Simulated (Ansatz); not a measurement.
**CH$_{3}$B···CH$_{4}$: density, localisation and related maps**

```yaml
atoms:
  - { symbol: B, position_ang: [-0.9313, -0.3385, 0.6714] }
  - { symbol: H, position_ang: [1.3210, 0.2110, 1.2364] }
  - { symbol: C, position_ang: [1.8146, 0.1196, 0.2501] }
  - { symbol: H, position_ang: [1.6001, -0.8795, -0.1765] }
  - { symbol: H, position_ang: [1.4550, 0.9114, -0.4355] }
  - { symbol: H, position_ang: [2.9118, 0.2292, 0.3739] }
  - { symbol: C, position_ang: [-1.3629, -0.1062, -0.7959] }
  - { symbol: H, position_ang: [-2.1216, -0.8866, -1.0442] }
  - { symbol: H, position_ang: [-1.8663, 0.8886, -0.8619] }
  - { symbol: H, position_ang: [-0.5440, -0.1489, -1.5435] }
```

Not at a stationary point (largest force 0.5 eV/Å).

Computed with Ansatz 0.2.0, RKS BLYP-D4/def2-SVP.

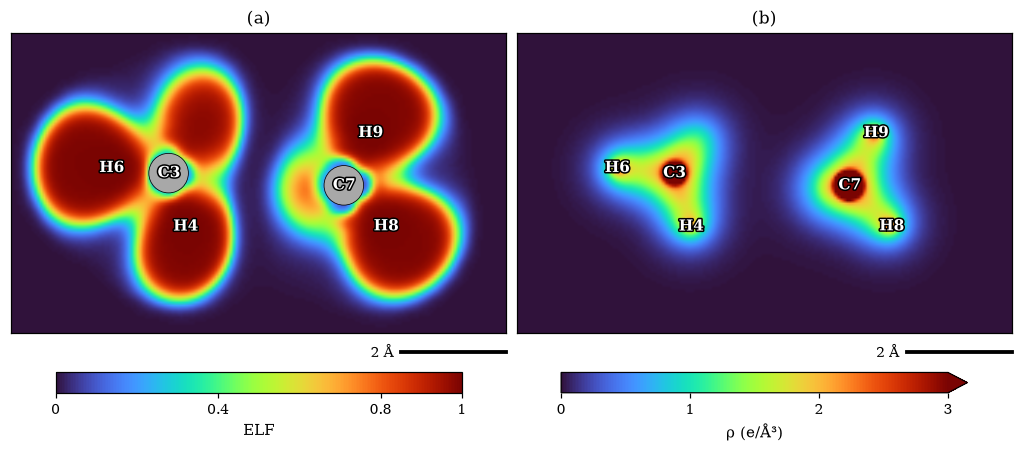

Figure 1. (a) ELF; (b) total electron density on the plane of atoms H8, C7 and H9. Grey discs cover the atomic cores in the ELF map.

### What does the map show?

The section cuts through C and H sites. C–H (1.11 Å): ρ at the midpoint is about 1.9 e/Å³; the ELF climbs to about 1 towards the hydrogen, as it does in any bond to H; an ordinary covalent bond to hydrogen.

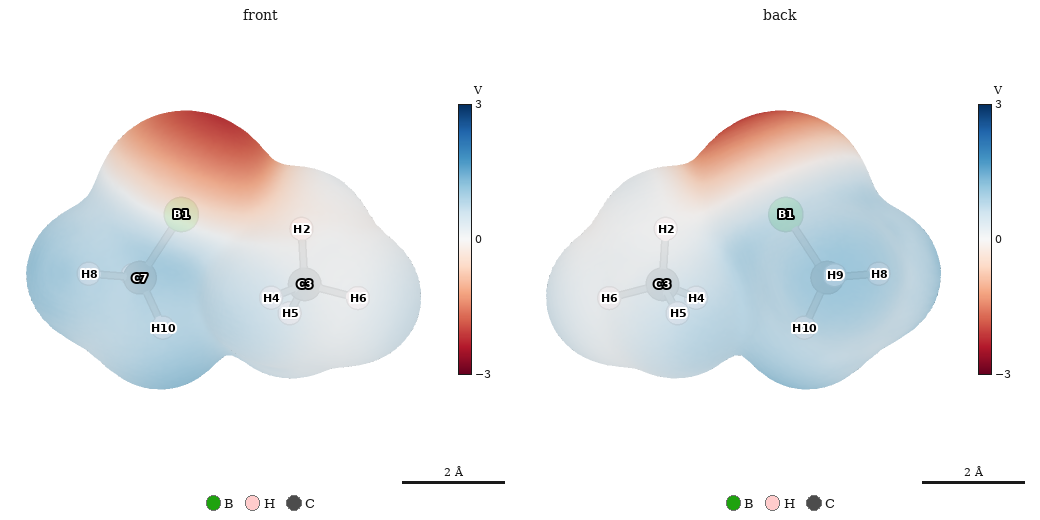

Figure 2. The electrostatic potential painted on the density surface at 0.002 e/bohr³, seen from the front and from behind; the colour scale runs from red (negative) to blue (positive).

### Which sites attract a positive test charge, and which a negative one?

A positive charge is drawn to the negative regions and a negative charge to the positive ones. The most negative region (about −2.1 V) lies over H2, the most positive (about +1.1 V) over H8, H9 and H10.

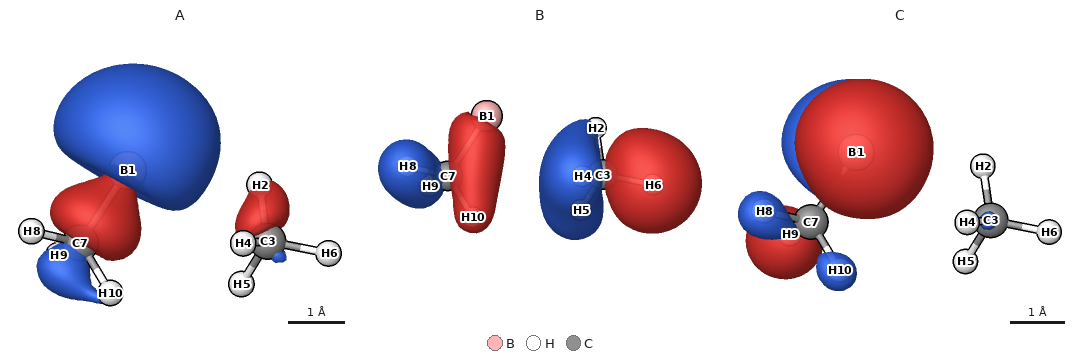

Figure 3. Three frontier orbitals at ±0.1 Å⁻³ᐟ² (red and blue are the two phases), in no order.

### Order the three orbitals by energy and name them.

B is the HOMO−1 (−9.13 eV). Its weight (Hirshfeld) is mainly on C3 (about 40 %), H6 (about 25 %), C7 (about 10 %) and H5 (about 5 %). A is the HOMO (−4.42 eV). Its weight (Hirshfeld) is mainly on B1 (about 80 %) and C7 (about 10 %). C is the LUMO (−2.04 eV). It lies mainly on B1 (about 75 %) and C7 (about 10 %).

### What is the HOMO–LUMO gap?

2.38 eV between the orbital energies.
